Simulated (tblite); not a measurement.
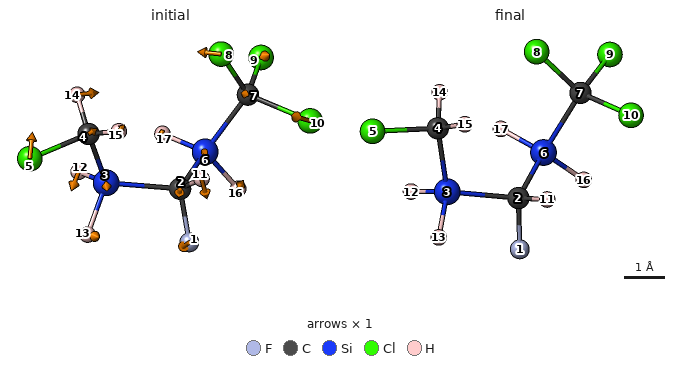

The structure of C₃H₇Cl₄FSi₂ before (left) and after (right) a relaxation, at one scale. The orange arrows give the displacements, at their true length.

A ball-and-stick model, seen at a tilt.

These are results of tblite 0.8.0, GFN2-xTB geometry optimisation, gas phase, not measurements. 

Question: Describe what moved and what it gained.

Answer: After 129 geometry steps the energy has fallen by 9.37 kcal/mol. Cl10 moves most after the best rigid fit: 0.91 Å. Largest moves by element: Cl 0.91 Å, H 0.69 Å, F 0.66 Å, C 0.36 Å, Si 0.31 Å. Among the contacts that change: Si6–C7 1.856 → 1.944 Å, C2–Si6 1.859 → 1.915 Å, C2–Si3 1.885 → 1.932 Å, C4–H14 1.112 → 1.087 Å. Bond angles that change, for instance: Si3–C2–Si6 112.7° → 121.3°, H16–Si6–H17 107.2° → 114.3°, C2–Si3–H12 112.9° → 107.5°. Groups turn about C2–Si3 by about 30°, Si3–C4 by about 25°.
